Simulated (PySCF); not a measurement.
# What a change does: NMR shielding calculation on C4H8OSi2

System: C4H8OSi2, SMILES C#C[SiH2]O[SiH2]C=C.
Method of the first run: GIAO PBE0/def2-SVP NMR shielding, non-relativistic, gas phase (PySCF 2.14.0).

The geometry comes from this level: GFN2-xTB. Text and figures count atoms from 1; the logs count them from 0 in places.

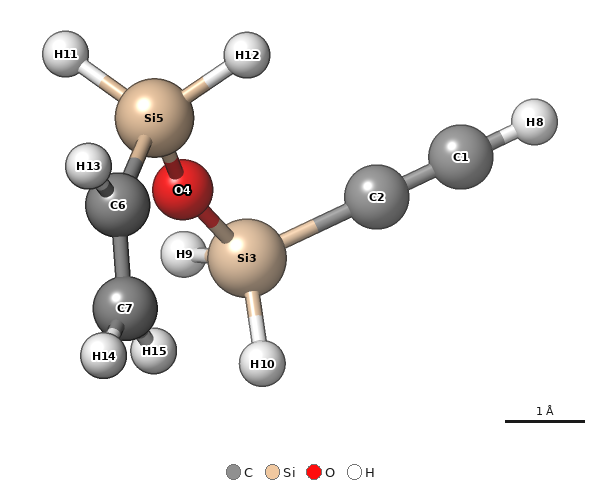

Fig. 1: The structure (ball-and-stick view, seen at a tilt; atoms are numbered from 1 in the order of the input).

## Input file, the first run
```
{"job": {"kind": "nmr", "xc": "PBE0", "basis": "def2-SVP", "pop": true}, "charge": 0, "multiplicity": 1}
C      3.723537     0.192789     0.925519
C      2.626473    -0.277650     1.067495
Si     0.933648    -1.000697     1.280441
O      0.107019    -0.835648    -0.102983
Si    -0.470782    -0.234635    -1.492003
C     -2.053106     0.725270    -1.147070
C     -2.536161     0.996696     0.055365
H      4.684468     0.603908     0.800847
H      1.017627    -2.442695     1.507867
H      0.224079    -0.256109     2.323701
H     -0.732193    -1.411778    -2.322161
H      0.549223     0.647255    -2.064578
H     -2.599795     1.082202    -2.012382
H     -3.447402     1.556071     0.210148
H     -2.031050     0.663013     0.947880
```

The first line tells a small driver script what to run in PySCF; the rest is the geometry in Å.

Launched with:
```bash
OMP_NUM_THREADS=1 python <driver script> task.json out
```

Hardware: 1 CPU thread, shared host.

## Output (the first run)
```
coarse grid: 13640 points
cycle   1  E = -810.3129123566  dE =  6.806e-01  |g| = 7.832e-01  |ddm| = 4.015e+00
cycle   2  E = -810.1498665047  dE =  1.630e-01  |g| = 1.198e+00  |ddm| = 1.763e+00
cycle   3  E = -810.4350646878  dE = -2.852e-01  |g| = 1.410e-01  |ddm| = 1.180e+00
cycle   4  E = -810.4393487347  dE = -4.284e-03  |g| = 5.075e-02  |ddm| = 1.712e-01
cycle   5  E = -810.4397134085  dE = -3.647e-04  |g| = 3.734e-02  |ddm| = 6.371e-02
cycle   6  E = -810.4400713096  dE = -3.579e-04  |g| = 3.069e-03  |ddm| = 2.937e-02
cycle   7  E = -810.4400735443  dE = -2.235e-06  |g| = 1.288e-03  |ddm| = 4.319e-03
final grid: 122872 points
cycle   8  E = -810.5530715058  dE = -1.429e-05  |g| = 8.341e-03  |ddm| = 2.164e-02
cycle   9  E = -810.5530557991  dE =  1.571e-05  |g| = 1.214e-02  |ddm| = 1.732e-02
cycle  10  E = -810.5530874530  dE = -3.165e-05  |g| = 1.305e-03  |ddm| = 1.029e-02
cycle  11  E = -810.5530878674  dE = -4.144e-07  |g| = 1.824e-04  |ddm| = 1.238e-03
cycle  12  E = -810.5530878713  dE = -3.839e-09  |g| = 1.520e-04  |ddm| = 2.858e-04
cycle  13  E = -810.5530878770  dE = -5.755e-09  |g| = 2.736e-05  |ddm| = 1.262e-04
cycle  14  E = -810.5530878772  dE = -1.546e-10  |g| = 1.452e-05  |ddm| = 3.695e-05
converged SCF energy = -810.5530878772

GIAO shielding tensors (ppm)
atom      isotropic    diamagn.    paramagn.     s11        s22        s33       span
  0 C      101.778     258.668    -156.890     26.794     30.025    248.515    221.721
  1 C      114.508     265.698    -151.191     24.553     31.125    287.844    263.291
  2 Si     469.007     882.361    -413.354    433.390    455.378    518.253     84.862
  3 O      322.932     394.604     -71.672    263.157    332.723    372.915    109.758
  4 Si     447.229     883.701    -436.472    406.210    439.045    496.431     90.222
  5 C       63.002     257.517    -194.516    -41.561     51.576    178.990    220.551
  6 C       62.639     253.830    -191.191    -55.415     58.661    184.671    240.086
  7 H       29.988      33.790      -3.802     25.177     25.268     39.519     14.342
  8 H       26.531      28.372      -1.842     23.036     24.940     31.617      8.581
  9 H       26.427      30.589      -4.162     22.492     25.736     31.054      8.562
 10 H       26.484      30.011      -3.526     22.703     25.040     31.709      9.006
 11 H       26.332      31.872      -5.539     22.613     25.684     30.700      8.088
 12 H       25.733      28.616      -2.883     24.113     25.745     27.342      3.229
 13 H       25.375      28.257      -2.882     22.635     25.172     28.318      5.683
 14 H       25.655      35.609      -9.954     22.915     24.468     29.581      6.666
```

For the second run the input was changed thus:
```diff
-"basis": "def2-SVP"
-"pop": true
+"basis": "pcSseg-1"
```

What does this change do to the results?

The total energy of the second run is 197.7 kcal/mol lower, which measures the change of basis and not a stability. The HOMO goes from −7.90 to −7.96 eV. The LUMO goes from −0.28 to −0.44 eV. Of all shieldings, the largest change is that of Si3, by −65.4 ppm. The number of SCF iterations is the same. The basis functions go from 146 to 173.

## Output (the second run)
```
coarse grid: 13640 points
cycle   1  E = -810.6804124187  dE =  7.197e-01  |g| = 8.350e-01  |ddm| = 3.631e+00
cycle   2  E = -810.5058485407  dE =  1.746e-01  |g| = 1.267e+00  |ddm| = 1.706e+00
cycle   3  E = -810.8094703396  dE = -3.036e-01  |g| = 1.560e-01  |ddm| = 1.171e+00
cycle   4  E = -810.8143827749  dE = -4.912e-03  |g| = 5.054e-02  |ddm| = 1.623e-01
cycle   5  E = -810.8147000112  dE = -3.172e-04  |g| = 3.838e-02  |ddm| = 5.704e-02
cycle   6  E = -810.8150655092  dE = -3.655e-04  |g| = 3.509e-03  |ddm| = 2.554e-02
cycle   7  E = -810.8150682370  dE = -2.728e-06  |g| = 1.363e-03  |ddm| = 4.271e-03
final grid: 122872 points
cycle   8  E = -810.8680780581  dE = -1.818e-05  |g| = 9.488e-03  |ddm| = 2.471e-02
cycle   9  E = -810.8680585484  dE =  1.951e-05  |g| = 1.389e-02  |ddm| = 1.679e-02
cycle  10  E = -810.8680964963  dE = -3.795e-05  |g| = 1.428e-03  |ddm| = 1.008e-02
cycle  11  E = -810.8680969430  dE = -4.468e-07  |g| = 2.311e-04  |ddm| = 1.218e-03
cycle  12  E = -810.8680969497  dE = -6.701e-09  |g| = 1.719e-04  |ddm| = 2.931e-04
cycle  13  E = -810.8680969570  dE = -7.253e-09  |g| = 3.529e-05  |ddm| = 1.298e-04
cycle  14  E = -810.8680969572  dE = -2.394e-10  |g| = 1.537e-05  |ddm| = 3.672e-05
converged SCF energy = -810.8680969572

GIAO shielding tensors (ppm)
atom      isotropic    diamagn.    paramagn.     s11        s22        s33       span
  0 C       84.165     260.794    -176.630      0.868      5.290    246.335    245.467
  1 C       98.105     260.253    -162.149     -0.931      6.581    288.664    289.595
  2 Si     403.635     880.100    -476.466    362.681    390.832    457.392     94.711
  3 O      317.592     400.139     -82.546    251.350    328.436    372.992    121.642
  4 Si     385.073     881.488    -496.414    343.135    372.191    439.894     96.760
  5 C       43.821     263.287    -219.466    -69.761     35.652    165.571    235.332
  6 C       44.803     255.178    -210.375    -82.543     44.255    172.698    255.241
  7 H       29.690      33.166      -3.476     24.837     24.893     39.341     14.505
  8 H       26.455      27.779      -1.323     22.915     24.881     31.570      8.655
  9 H       26.337      29.908      -3.571     22.439     25.585     30.985      8.546
 10 H       26.405      29.383      -2.977     22.664     24.944     31.608      8.944
 11 H       26.265      30.938      -4.673     22.634     25.571     30.591      7.957
 12 H       25.494      29.037      -3.543     23.923     25.577     26.983      3.060
 13 H       25.117      28.234      -3.117     22.437     24.738     28.176      5.740
 14 H       25.388      34.349      -8.961     22.716     24.192     29.255      6.539
```

## The two runs side by side

| quantity | the first run | the second run |
| --- | --- | --- |
| outcome | converged | converged |
| total energy (hartree) | −810.553088 | −810.868097 |
| HOMO (eV) | −7.90 | −7.96 |
| LUMO (eV) | −0.28 | −0.44 |
| dipole moment (D) | 0.70 | 0.69 |
| shielding of C1 (ppm) | 101.8 | 84.2 |
| shielding of C2 (ppm) | 114.5 | 98.1 |
| shielding of Si3 (ppm) | 469.0 | 403.6 |
| shielding of O4 (ppm) | 322.9 | 317.6 |
| shielding of Si5 (ppm) | 447.2 | 385.1 |
| shielding of C6 (ppm) | 63.0 | 43.8 |
| shielding of C7 (ppm) | 62.6 | 44.8 |
| SCF iterations | 14 | 14 |
| basis functions | 146 | 173 |
| wall time (shared host) | 47 s | 57 s |
